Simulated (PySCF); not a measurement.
# [DyF2]+: structure and properties

Task: relax [DyF2]+, compute its harmonic modes and analyse its electrons. The species was built from a template and needn't be a known compound.

Program: PySCF 2.14.0. Level of theory: PBE0, Dy lcecp-1-SVP with ECP55, F def2-SVP; scalar-relativistic core potentials, no spin–orbit coupling. These are calculated values, not measurements.

1 further run of the same task is left out (for a known fault of the program).

## (1) The system as given

3 atoms, charge 1, spin multiplicity 1.

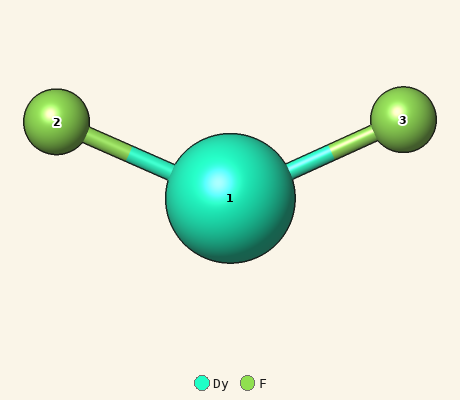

As it starts; dysprosium teal, fluorine green; atoms are numbered from 1 in the order of the file.

Coordinates:

```xyz
3
DyF2
Dy    0.00000    0.00000    0.00000
F     1.90550    0.00000    0.85280
F    -1.90550    0.00000    0.85280
```

Formal oxidation states: Dy +3. Each metal's 9 4f electrons lie in its core potential, so multiplicities, spins and levels count the valence alone.

## (2) SCF at the start, singlet

The input, run.py (the lines that set the calculation):

```python
mol = gto.M(atom='''
Dy     0.00000     0.00000     0.00000
F      1.90550     0.00000     0.85280
F     -1.90550     0.00000     0.85280''',
    basis={'Dy': 'lcecp-1-SVP', 'F': 'def2-SVP'},
    ecp={'Dy': 'lcecp-1-SVP'},
    charge=1, spin=0)
mf = dft.RKS(mol, xc='PBE0')
mf.grids.atom_grid = (50, 194)  # f atoms: unpruned, at least (60, 302)
mf = mf.density_fit()  # fitting sets: Dy AutoAux, F def2-universal-JKFIT
mf.conv_tol = 1e-08; mf.max_cycle = 55
mf.kernel(dm0)  # dm0: free metal ions and neutral atoms
```

Launch:

```bash
> OMP_NUM_THREADS=2 python run.py
```

The program printed:

```text
init E= -236.049284729132
  HOMO = -0.725979495209318  LUMO = -0.317565986138749  gap/eV = 11.11350
cycle= 1 E= -236.059306366079  delta_E= -0.01  |g|= 1.03  |ddm|= 1.77
  HOMO = -0.367746553047616  LUMO = -0.358848700682596  gap/eV = 0.24212
cycle= 2 E= -228.503223854437  delta_E= 7.56  |g|= 5.87  |ddm|= 5.36
  HOMO = -0.535204654253294  LUMO = -0.306744235563997  gap/eV = 6.21672
cycle= 3 E= -236.271064742951  delta_E= -7.77  |g|= 0.295  |ddm|=  4.9
  HOMO = -0.567530122854913  LUMO = -0.328033962863996  gap/eV = 6.51702
cycle= 4 E= -236.282424546866  delta_E= -0.0114  |g|= 0.0719  |ddm|= 0.181
  HOMO = -0.571121045460581  LUMO = -0.319224680500282  gap/eV = 6.85445
cycle= 5 E= -236.28356971473  delta_E= -0.00115  |g|= 0.0182  |ddm|= 0.0642
  HOMO = -0.573358083025554  LUMO = -0.318965833843346  gap/eV = 6.92237
cycle= 6 E= -236.283629134544  delta_E= -5.94e-05  |g|= 0.00255  |ddm|= 0.0103
  HOMO = -0.573640742964476  LUMO = -0.31896942588508  gap/eV = 6.92996
cycle= 7 E= -236.283630426948  delta_E= -1.29e-06  |g|= 0.000353  |ddm|= 0.0018
  HOMO = -0.573649965648969  LUMO = -0.318961187764027  gap/eV = 6.93043
cycle= 8 E= -236.283630455057  delta_E= -2.81e-08  |g|= 5.12e-05  |ddm|= 0.000334
  HOMO = -0.573644769858739  LUMO = -0.318963160994797  gap/eV = 6.93024
cycle= 9 E= -236.283630455497  delta_E= -4.4e-10  |g|= 1.1e-05  |ddm|= 3.18e-05
  HOMO = -0.573641267678394  LUMO = -0.318964384180491  gap/eV = 6.93011
Extra cycle  E= -236.283630455434  delta_E= 6.3e-11  |g|= 2.19e-05  |ddm|= 2.48e-05
converged SCF energy = -236.283630455434
```

Wall time 1.9 s (2 threads of Arm Neoverse V2, shared host); peak memory 0.31 GiB.

It gives: E = -236.283630 Eh, HOMO -15.61 eV, LUMO -8.68 eV, Mulliken charge on Dy1 +1.76 e. 

## (3) Relaxation, singlet

Steps are kept in the start's point group, C2v.

The input, run.py (the lines that set the calculation):

```python
mol = gto.M(atom='''
Dy     0.00000     0.00000    -0.16047
F      1.90550     0.00000     0.69233
F     -1.90550     0.00000     0.69233''',
    basis={'Dy': 'lcecp-1-SVP', 'F': 'def2-SVP'},
    ecp={'Dy': 'lcecp-1-SVP'},
    charge=1, spin=0)
mf = dft.RKS(mol, xc='PBE0')
mf.grids.atom_grid = (50, 194)  # f atoms: unpruned, at least (60, 302)
mf = mf.density_fit()  # fitting sets: Dy AutoAux, F def2-universal-JKFIT
mf.conv_tol = 1e-08; mf.max_cycle = 55
mf.kernel(dm0)  # dm0: an SCF of this state at this start
# quasi-Newton relaxation in Cartesian coordinates to a largest gradient under 0.00045 Eh/bohr, steps kept in the point group
```

Launch:

```bash
> OMP_NUM_THREADS=2 python run.py
```

No log is kept here; the results follow.

Wall time 7.9 s (2 threads of Arm Neoverse V2, shared host).

Relaxation path:

```csv
step,energy from step 1 (eV),largest force component (eV/Å)
1,0.0000,2.8089
2,-0.4510,0.9518
3,-0.5310,0.7398
4,-0.5739,0.3490
5,-0.5943,0.3597
6,-0.5970,0.0437
7,-0.5973,0.0030
```

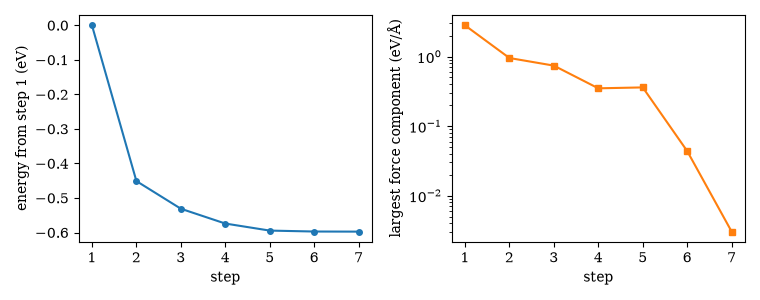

Energy and force, step by step.

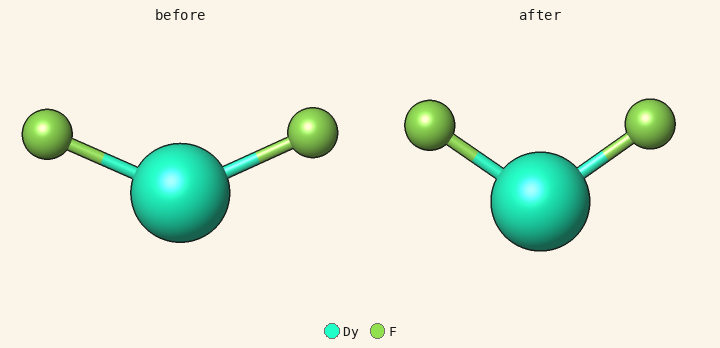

Before and after, at one scale.

Close pairs (by a distance rule), those that changed most:

```csv
bond,before (Å),after (Å),change (Å)
Dy1–F2,2.088,1.929,-0.158
Dy1–F3,2.088,1.929,-0.158
```

It ends in C2v at E = -236.305582 Eh.

```csv
atom,x (Å),y (Å),z (Å)
Dy1,0.0000,0.0000,-0.3284
F2,1.5817,0.0000,0.7763
F3,-1.5817,0.0000,0.7763
```

## (4) The relaxed geometry turned into its symmetry frame

The input, run.py (the lines that set the calculation):

```python
mol = gto.M(atom='''
Dy     0.00000     0.00000    -0.20787
F      1.58168     0.00000     0.89680
F     -1.58168     0.00000     0.89680''',
    basis={'Dy': 'lcecp-1-SVP', 'F': 'def2-SVP'},
    ecp={'Dy': 'lcecp-1-SVP'},
    charge=1, spin=0)
mf = dft.RKS(mol, xc='PBE0')
mf.grids.atom_grid = (50, 194)  # f atoms: unpruned, at least (60, 302)
mf = mf.density_fit()  # fitting sets: Dy AutoAux, F def2-universal-JKFIT
mf.conv_tol = 1e-08; mf.max_cycle = 55
mf.kernel(dm0)  # dm0: free metal ions and neutral atoms
```

Launch:

```bash
> OMP_NUM_THREADS=2 python run.py
```

The program printed:

```text
init E= -236.164041990405
  HOMO = -0.74990113883157  LUMO = -0.314665651128276  gap/eV = 11.84336
cycle= 1 E= -236.100148864474  delta_E= 0.0639  |g|= 1.01  |ddm|= 1.88
  HOMO = -0.384105264323171  LUMO = -0.342469890591492  gap/eV = 1.13296
cycle= 2 E= -234.380873140391  delta_E= 1.72  |g|= 3.26  |ddm|= 2.67
  HOMO = -0.579677162543436  LUMO = -0.289021480222893  gap/eV = 7.90914
cycle= 3 E= -236.303220215826  delta_E= -1.92  |g|= 0.123  |ddm|=    2
  HOMO = -0.593768779797503  LUMO = -0.306702562682133  gap/eV = 7.81147
cycle= 4 E= -236.305181600996  delta_E= -0.00196  |g|= 0.0417  |ddm|= 0.126
  HOMO = -0.595012027889598  LUMO = -0.301726488859419  gap/eV = 7.98071
cycle= 5 E= -236.305575106925  delta_E= -0.000394  |g|= 0.00605  |ddm|= 0.0396
  HOMO = -0.595927448705152  LUMO = -0.30146298343519  gap/eV = 8.01279
cycle= 6 E= -236.305582133526  delta_E= -7.03e-06  |g|= 0.000448  |ddm|= 0.00425
  HOMO = -0.595957640555356  LUMO = -0.301478803655623  gap/eV = 8.01318
cycle= 7 E= -236.305582172488  delta_E= -3.9e-08  |g|= 7.19e-05  |ddm|= 0.000426
  HOMO = -0.595965584145041  LUMO = -0.301482742452492  gap/eV = 8.01329
cycle= 8 E= -236.305582173796  delta_E= -1.31e-09  |g|= 1.48e-05  |ddm|= 8.67e-05
  HOMO = -0.595961037800061  LUMO = -0.301484321658108  gap/eV = 8.01312
Extra cycle  E= -236.305582173739  delta_E= 5.71e-11  |g|= 2.36e-05  |ddm|= 2.82e-05
converged SCF energy = -236.305582173739
```

It took 0.5 s on 2 threads of Arm Neoverse V2, shared host.

Result: E = -236.305582 Eh, HOMO -16.22 eV, LUMO -8.20 eV, Mulliken charge on Dy1 +1.65 e. 

## (5) Harmonic vibrations

run.py (the lines that set the calculation): that of step 4 with these lines changed.

```diff
@@ -10,3 +10,4 @@
 mf = mf.density_fit()  # fitting sets: Dy AutoAux, F def2-universal-JKFIT
-mf.conv_tol = 1e-08; mf.max_cycle = 55
-mf.kernel(dm0)  # dm0: free metal ions and neutral atoms
+mf.conv_tol = 1e-10; mf.max_cycle = 55
+mf.kernel(dm0)  # dm0: the density of the relaxed state
+# Hessian and dipole derivatives by central differences of gradients, 0.02 bohr
```

Launch:

```bash
> OMP_NUM_THREADS=2 python run.py
```

No log is kept here; the results follow.

Run time: 8.5 s. Hardware: 2 threads of Arm Neoverse V2, shared host.

Point group C2v; negative numbers are unstable modes, and those under 60 cm⁻¹ are near the numerical noise:

```csv
cm⁻¹,km/mol,symmetry
134,17.2,a1
664,153.0,b2
677,54.4,a1
```

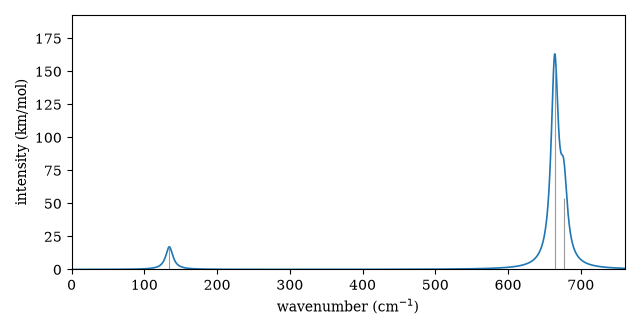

The infrared spectrum from the harmonic lines. Lines are broadened to a width of 12 cm⁻¹ (Lorentzian).

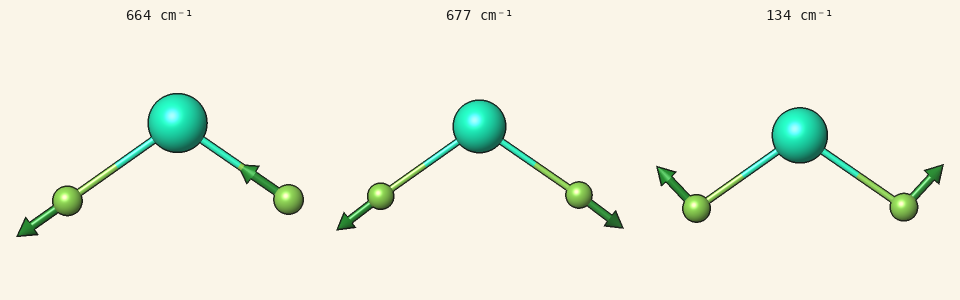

Displacements of 3 modes, as arrows.

## (6) Charges, bond orders and levels

The input, run.py (the lines that set the calculation):

```python
mol = gto.M(atom='''
Dy     0.00000     0.00000    -0.32838
F      1.58168     0.00000     0.77628
F     -1.58168     0.00000     0.77628''',
    basis={'Dy': 'lcecp-1-SVP', 'F': 'def2-SVP'},
    ecp={'Dy': 'lcecp-1-SVP'},
    charge=1, spin=0)
mf = dft.RKS(mol, xc='PBE0')
mf.grids.atom_grid = (75, 302)  # f atoms: unpruned, at least (60, 302)
mf = mf.density_fit()  # fitting sets: Dy AutoAux, F def2-universal-JKFIT
mf.conv_tol = 1e-09; mf.max_cycle = 55
mf.kernel(dm0)  # dm0: the density of the relaxed state
```

Launch:

```bash
> OMP_NUM_THREADS=2 python run.py
```

The program printed:

```text
init E= -236.305563810225
  HOMO = -0.595960383259444  LUMO = -0.301484367725003  gap/eV = 8.01310
cycle= 1 E= -236.305563810155  delta_E= 7.04e-11  |g|= 2.89e-05  |ddm|= 3.25e-05
  HOMO = -0.595969032924585  LUMO = -0.301482593594542  gap/eV = 8.01338
Extra cycle  E= -236.30556380977  delta_E= 3.84e-10  |g|= 5.47e-05  |ddm|= 5.4e-05
converged SCF energy = -236.30556380977
```

Wall time 2.9 s (2 threads of Arm Neoverse V2, shared host).

Read off: E = -236.305564 Eh, HOMO -16.22 eV, LUMO -8.20 eV, Mulliken charge on Dy1 +1.65 e, largest force component 0.013 eV/Å. 

Löwdin charges:

```csv
atom,value (e)
Dy1,1.39
F2,-0.20
F3,-0.20
```

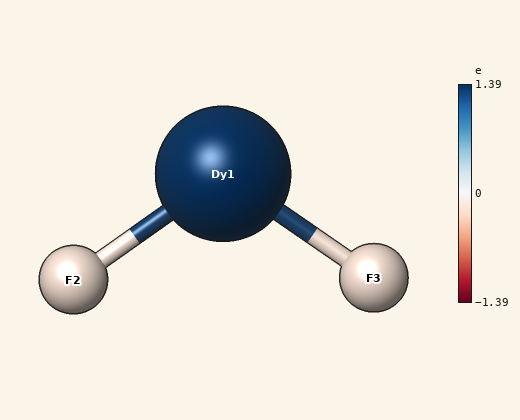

Löwdin charges, as colours on the atoms.

Mulliken charges: Dy1 +1.65, F2 -0.33, F3 -0.33 e.

Contacts (the nearest donor of each ligand) and Mayer bond orders:

```csv
contact,distance (Å),bond order
Dy1–F2 (F),1.929,1.16
Dy1–F3 (F),1.929,1.16
```

Mulliken populations of Dy1 outside the core potential: s 2.09, p 6.14, d 1.04, f 0.08.

The fields below are evaluated on a grid from the run's orbitals.

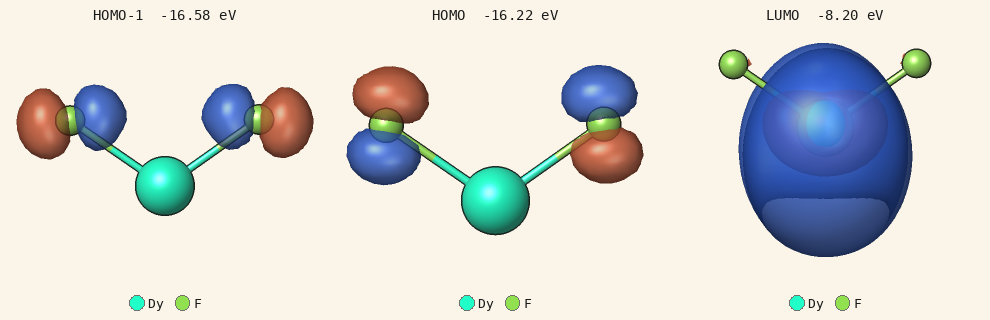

PBE0 orbitals near the gap, drawn at the value that encloses 70 % of each; the two colours are the two signs.

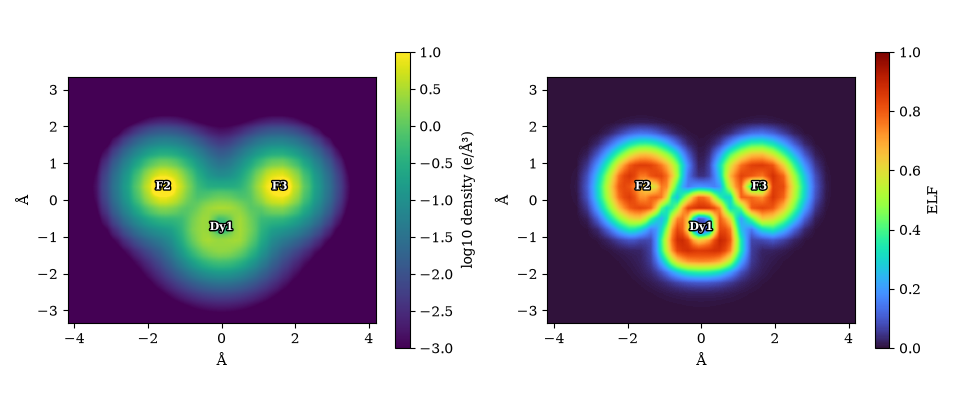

Density (left) and ELF (right) in a plane through or near 3 of the atoms.

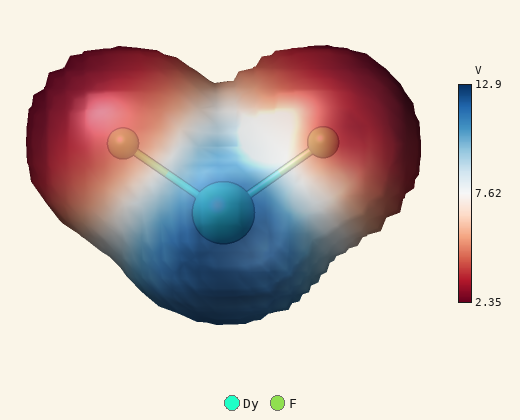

Electrostatic potential on the surface of density 0.002 e/bohr³; red is low, blue high. It runs from 2.35 V near F3 to 12.89 V near Dy1.

## (7) What came out

```
                                              quantity                           value
                                 state and point group     singlet in the valence, C2v
                                                 modes  134 to 677 cm⁻¹, none unstable
strongest infrared band (modes within 1.5 cm⁻¹ summed)           664 cm⁻¹ (153 km/mol)
                                     zero-point energy                        0.091 eV
                               ideal gas, 298 K, 1 bar  S = 302.0, Cp = 48.7 J/(mol K)
                                 metal–ligand contacts                          1.93 Å
                                       frontier levels   HOMO -16.22 eV, LUMO -8.20 eV
                       dipole about the centre of mass                          6.27 D
                                   mean polarisability                          2.7 Å³
```

**Reading.** All modes are real, so the structure is a minimum. The metal carries +1.39 e by Löwdin's partition against a formal +3, and bond orders to the nearest donors reach 1.16. Both measures hang on the basis. One start shape was tried, so another isomer may lie lower. The bases are small and lack diffuse functions. Spin–orbit coupling is left out.
